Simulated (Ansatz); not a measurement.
# H4OSn: the cost of one run

The runs use Ansatz 0.2.0, Gaussian basis; PBE0-D4/def2-TZVP structures, single points in def2-TZVPP, no counterpoise correction.

Levels: SPW92, PBE-D4, BLYP-D4, r2SCAN-D4, B97M-V, PBE0-D4, B3LYP-D4, r2SCAN0-D4, BHLYP-D4, CAM-B3LYP-D4, wB97X-V, wB97M-V, B2PLYP, PBE-QIDH, RPA on PBE, Hartree-Fock, MP2, CCSD, CCSD(T).

Correlated methods freeze the cores. Filled d shells of the heavier atoms are correlated. Core potentials replace the inner electrons past krypton, and spin-orbit coupling is left out. B3LYP uses VWN-RPA correlation. B2PLYP carries no dispersion term here.

88 further runs of the same task are left out: 88 set aside as unsound or not needed. Runs told in other sessions of the task aren't counted.

## 1. Where the work starts

The complex: 11 atoms, charge 0, spin multiplicity 1.

Atoms are counted from 1 here; the program's logs count them from 0.

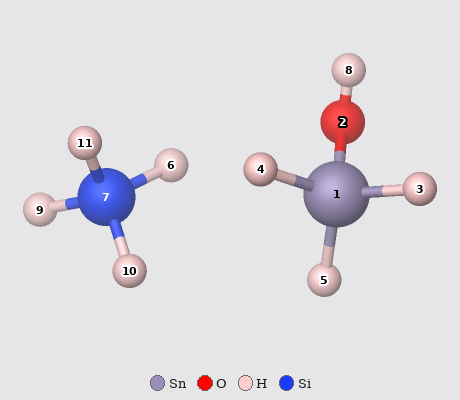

The starting geometry (tin purple, oxygen red, hydrogen pink, silicon blue); atoms are numbered from 1 in the order of the file.

As a file:

```xyz
11

Sn   -0.64658   -1.69486   -0.59897
O     1.29497   -1.96304   -0.40532
H    -1.39678   -3.22903   -0.67305
H    -1.21038   -0.81083    0.75259
H    -0.77589   -0.82379   -2.05050
H     1.16079    1.09589    0.11275
Si    0.24269    2.19110    0.51636
H     1.53404   -2.43483    0.39512
H     0.92732    3.50052    0.36810
H    -0.96487    2.16626   -0.34889
H    -0.16530    2.00270    1.93171
```

Its parts: SnH4O holds atoms 1, 2, 3, 4, 5, 8; SiH4 holds atoms 6, 7, 9, 10, 11. Each part counts its atoms afresh in its own runs.

## 2. Relaxing SnH4O alone

Input file relax-a/in.yaml:

```yaml
crystal:
  periodic: [false, false, false]
  atoms:
    - {symbol: Sn, position_ang: [-0.646580, -1.694862, -0.598968]}
    - {symbol: O, position_ang: [1.294973, -1.963037, -0.405324]}
    - {symbol: H, position_ang: [-1.396782, -3.229032, -0.673053]}
    - {symbol: H, position_ang: [-1.210381, -0.810835, 0.752586]}
    - {symbol: H, position_ang: [-0.775890, -0.823786, -2.050499]}
    - {symbol: H, position_ang: [1.534043, -2.434829, 0.395119]}
basis:
  gaussian: {orbitals: def2-TZVP}
hamiltonian: {xc: pbe0, dispersion: d4}
relax: {f_tol: 0.005, max_steps: 200}
```

Launch:

```sh
> ansatz run in.yaml --threads 4 --pin off --events-out ev --progress --plain --max-ram 9574MiB
```

**Question.** How long does this run take on 4 threads of Arm Neoverse N1, shared host?

About 5.5 s.
